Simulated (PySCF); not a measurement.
**C2H7Al, SMILES `C[AlH]C`: what the electrons do**

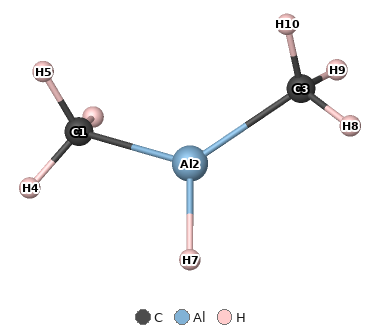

The molecule, with its atoms numbered as below. No frequency check shows the geometry to be a minimum.

Coordinates in Å:

```
C1      -1.7927    0.3939    0.0001
Al2     -0.0000   -0.4695   -0.0003
C3       1.7929    0.3938    0.0002
H4      -2.5881   -0.3620    0.0001
H5      -1.9683    1.0309    0.8750
H6      -1.9681    1.0317   -0.8744
H7      -0.0015   -2.0232    0.0013
H8       2.5882   -0.3622   -0.0002
H9       1.9685    1.0312   -0.8744
H10      1.9687    1.0304    0.8751
```

### 1. Bonding charge

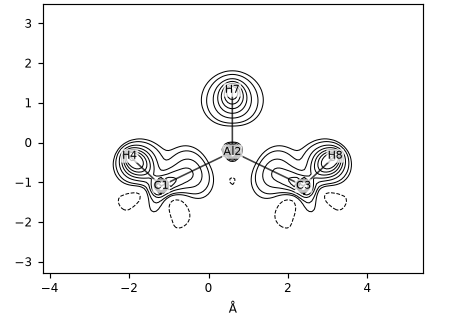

Deformation density (molecule less spherical, spin-averaged free atoms) in the plane of C1, Al2, C3, H4, H7 and H8; contours at ±0.05 to ±0.8 e/Å³; solid lines: gain, dashed lines: loss.

Level of theory: B3LYP/def2-SVPD (PySCF), at a geometry from GFN2-xTB.

Describe the bonding that the map shows.

Answer. C1–H4 and C3–H8: +0.61 e/Å³ at the bond critical point (bond length 1.10 Å). Al2–H7: +0.15 e/Å³ at the bond critical point (bond length 1.55 Å). C1–Al2 and Al2–C3: +0.13 e/Å³ at the bond critical point (bond length 1.99 Å). In all, 2.1 electrons gather in the regions of gain relative to the promolecule. A small or negative value marks a very polar bond, one between electron-rich atoms, whose free-atom densities already overlap strongly, a long bond to a heavier atom, or a closed-shell contact such as a hydrogen bond.

Where do the Hirshfeld charges lie?

Answer. The highest Hirshfeld charge is on Al2 (+0.55 e), the lowest on C1 and C3 (−0.26 e).

```tsv
atom	charge (e)
C1	−0.26
Al2	+0.55
C3	−0.26
H4	+0.03
H5	+0.03
H6	+0.03
H7	−0.19
H8	+0.03
H9	+0.03
H10	+0.03
```

### 2. Bond critical points

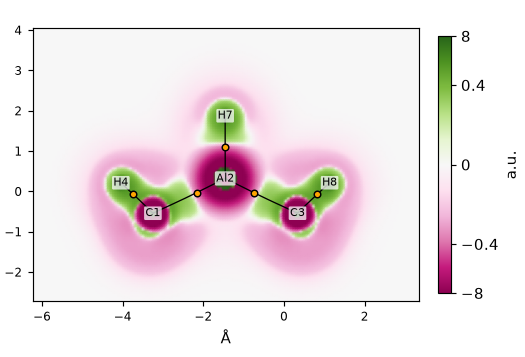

Negative Laplacian of the density (−∇²ρ) in the plane of C1, Al2, C3, H4, H7 and H8 (green positive, pink negative, colour scale in a.u., logarithmic beyond ±0.04), with bond paths and bond critical points (dots).

Sort the bonds in the plane by the sign of ∇²ρ at their critical points.

Answer. Concentrated (∇²ρ < 0): C1–H4 and C3–H8 (−0.91 a.u.). Depleted (∇²ρ > 0): Al2–H7 (+0.29 a.u., H = −0.027); C1–Al2 and Al2–C3 (+0.30 a.u., H = −0.022).

Where along C1–H4 does the critical point lie?

Answer. 0.68 Å from C1 and 0.42 Å from H4.

### 3. Electrostatic potential

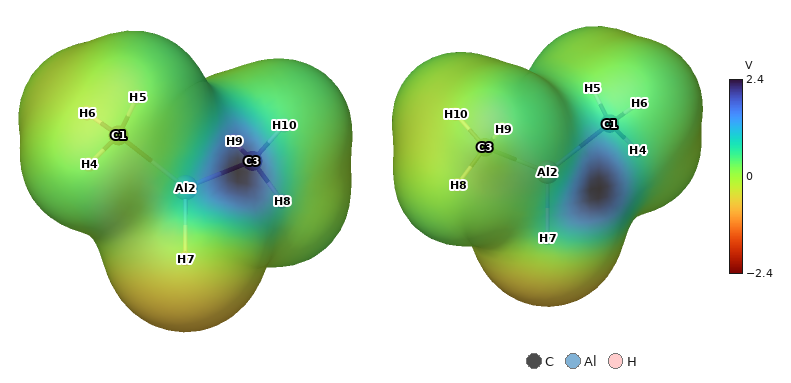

Electrostatic potential on the surface of electron density 0.001 a.u. (back view left, front view right).

Where are the extremes of the potential on the surface?

Answer. Highest: 2.40 V, over Al2, off the plane of its three bonds (1.9 Å). Further maxima include 0.25 V, 1.4 Å from H8, and at like points elsewhere. Lowest: −0.72 V, 1.6 Å from H7. Further minima include −0.32 V, near H4 (1.90 Å), H6 (1.91 Å), H5 (1.97 Å) and C1 (2.05 Å), and at like points elsewhere. The surface is sampled at points, so like sites can differ by a few per cent and only the strongest of them is named.

What volume does the surface enclose, and what is the dipole moment?

Answer. About 107 Å³; the dipole moment is 0.7 D.

### 4. In an electric field

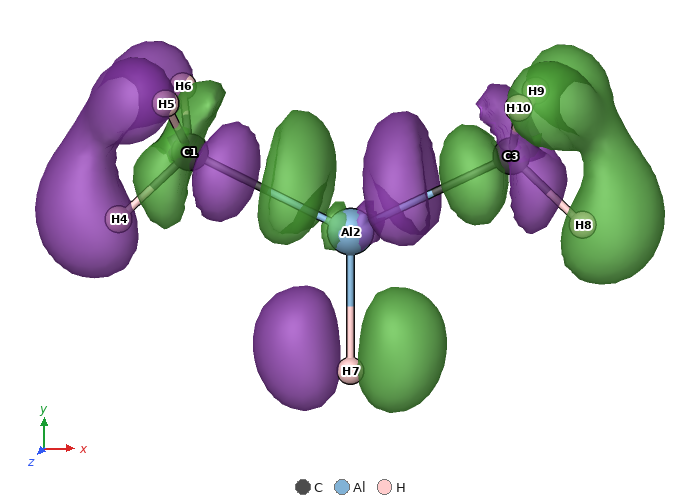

Change of the electron density in a uniform field of 0.21 V/Å, surfaces at ±0.002 e/Å³ (purple: gain, green: loss).

Along which Cartesian direction does the field point?

Answer. Along +x: electrons gather on the −x side, against the field.

What dipole is induced, and what polarisability does it imply?

Answer. The induced dipole is 0.67 D (along the field); α along this axis, from the fields in both directions, is 66 bohr³ (9.8 Å³).

Which atoms gain and lose the most charge?

Answer. Electrons gather most on H4 (Hirshfeld charge changes by −0.009 e) and leave H8 most (+0.009 e); 0.055 electrons are displaced in all.

The PySCF runs shown took 9.4 s and 23 s on 1 thread of Arm Neoverse V2, with other jobs on the host.
